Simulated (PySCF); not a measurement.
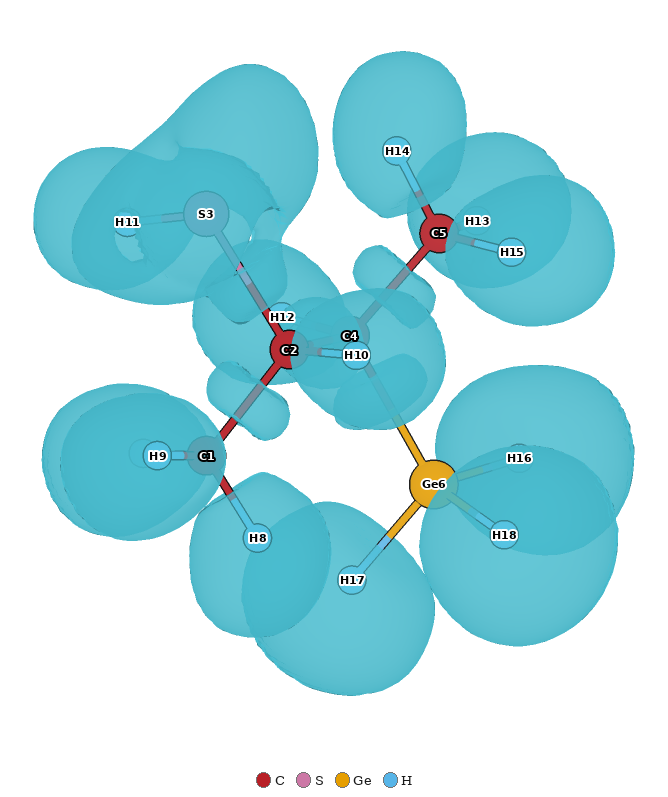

*C4H12GeS. Isosurface of the electron localisation function at 0.75 (cyan), seen at a tilt. Core shells and regions of very low density are left out.*

Geometry: GFN2-xTB.

Level of theory: B3LYP/def2-SVPD, SCF density, gas phase (PySCF 2.14.0).

```yaml
atoms:
  - { symbol: C, position_ang: [-1.3187, -1.4595, -0.2617] }
  - { symbol: C, position_ang: [-0.9365, -0.1489, 0.4014] }
  - { symbol: S, position_ang: [-2.3829, 0.9956, 0.3584] }
  - { symbol: C, position_ang: [0.2921, 0.5027, -0.2140] }
  - { symbol: C, position_ang: [0.6986, 1.7609, 0.5461] }
  - { symbol: Ge, position_ang: [1.8411, -0.7556, -0.2568] }
  - { symbol: H, position_ang: [-1.4133, -1.3267, -1.3392] }
  - { symbol: H, position_ang: [-0.5541, -2.2136, -0.0680] }
  - { symbol: H, position_ang: [-2.2669, -1.8226, 0.1294] }
  - { symbol: H, position_ang: [-0.7784, -0.3018, 1.4729] }
  - { symbol: H, position_ang: [-2.4858, 1.0289, -0.9695] }
  - { symbol: H, position_ang: [0.0522, 0.7792, -1.2477] }
  - { symbol: H, position_ang: [1.5331, 2.2528, 0.0489] }
  - { symbol: H, position_ang: [-0.1310, 2.4639, 0.6039] }
  - { symbol: H, position_ang: [1.0035, 1.5097, 1.5619] }
  - { symbol: H, position_ang: [3.1058, 0.0068, -0.4960] }
  - { symbol: H, position_ang: [1.7400, -1.7948, -1.3310] }
  - { symbol: H, position_ang: [1.9922, -1.4705, 1.0495] }
```

> Describe the localisation domains.

The ELF exceeds this value in three regions between bonded C–C atoms (shared pairs), eleven regions around hydrogen nuclei, one lobe of the valence shell of C pointing towards Ge (polar bonds) and one joined region spread over several atoms (H, S), in which their bonds and any lone pairs are merged. Profiles from the grid: C–C (1.52 Å): the ELF peaks at about 0.95 between the atoms, as expected for a shared electron pair. C–S (1.84 Å): the ELF peaks at about 0.90 between the atoms: a shared electron pair.
